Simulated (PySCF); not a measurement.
C2H11BO2Si3

```xyz
19

C    -3.0910   -0.2752   -0.4294
C    -1.9834    0.3955    0.3722
Si   -0.3575    0.4598   -0.6200
O     0.6203    1.4711    0.2431
B     1.8542    1.5777    0.7143
Si    3.1400    0.1025    0.4345
O     2.3012   -1.1087   -0.3094
Si    0.8194   -1.5169   -0.8437
H    -2.8157   -1.2954   -0.6893
H    -3.2718    0.2685   -1.3536
H    -4.0219   -0.3052    0.1345
H    -1.8493   -0.1444    1.3127
H    -2.2997    1.4056    0.6396
H    -0.5535    1.2834   -1.8307
H     2.0955    2.5821    1.2950
H     3.6857   -0.5711    1.6240
H     4.2584    0.3236   -0.4958
H     0.4074   -2.6374    0.0164
H     1.0520   -2.0061   -2.2068
```

Geometry: GFN2-xTB.

These are results of PBE0/pcSseg-1, SCF density, gas phase, non-relativistic (PySCF 2.14.0), not measurements.

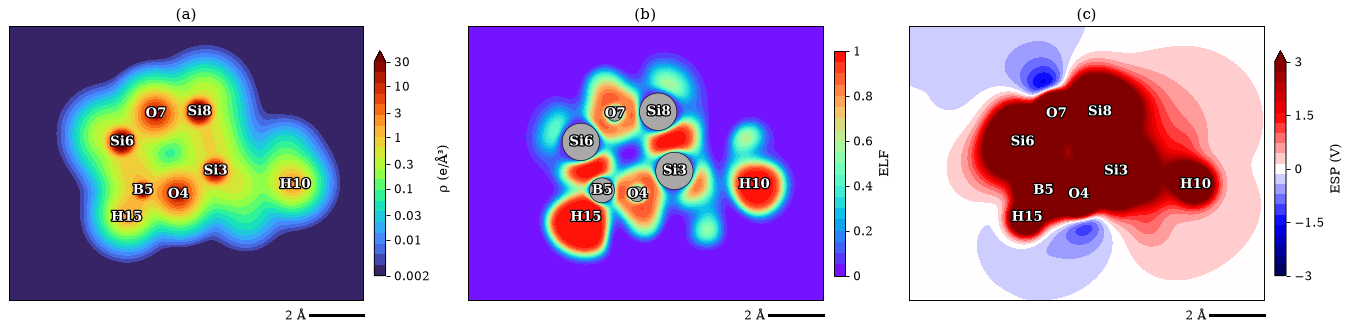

Figure 1. (a) total electron density; (b) electron localisation function; (c) molecular electrostatic potential on the plane of atoms B5, Si6 and O7. Grey discs cover the atomic cores in the ELF map.

**Read the bonding off the picture.**

The section cuts through Si, O, B and H sites.
B–O (1.33 Å): ρ at the midpoint is about 2.2 e/Å³; the ELF peaks at about 0.90 between the atoms: a short, strongly polar bond.
Si–O (1.63 Å): the density is about 1.1 e/Å³ at the midpoint; the ELF peaks at about 0.85 between the atoms: a polar covalent bond.
Si–B (1.98 Å): ρ at the midpoint is about 0.87 e/Å³; the ELF peaks at about 1 between the atoms; localised, covalent bonding.
Si–Si (2.31 Å): the density is about 0.7 e/Å³ at the midpoint; the ELF peaks at about 1 between the atoms; a shared electron pair.
The ELF also peaks beside O4 and O7, away from the bonds: lone-pair regions.
Outside the dense part of the molecule the potential is most negative (−1.6 V) near O7.

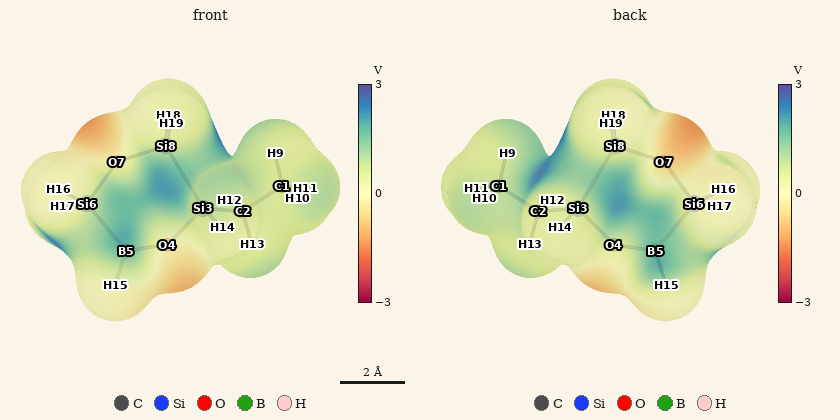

Figure 2. The electrostatic potential painted on the density surface at 0.004 e/bohr³, seen from the front and from behind; the colour scale runs from red (negative) to blue (positive).

**Describe the electrostatic potential map.**

The most negative region (about −1.3 V, or −30 kcal/mol for a unit charge) lies over O7, the most positive (about +2.6 V, or +60 kcal/mol for a unit charge) over Si3, Si6 and Si8. O7 is the likeliest acceptor of a hydrogen bond.

**How polar is the molecule by this calculation?**

Its dipole moment is 2.11 D.
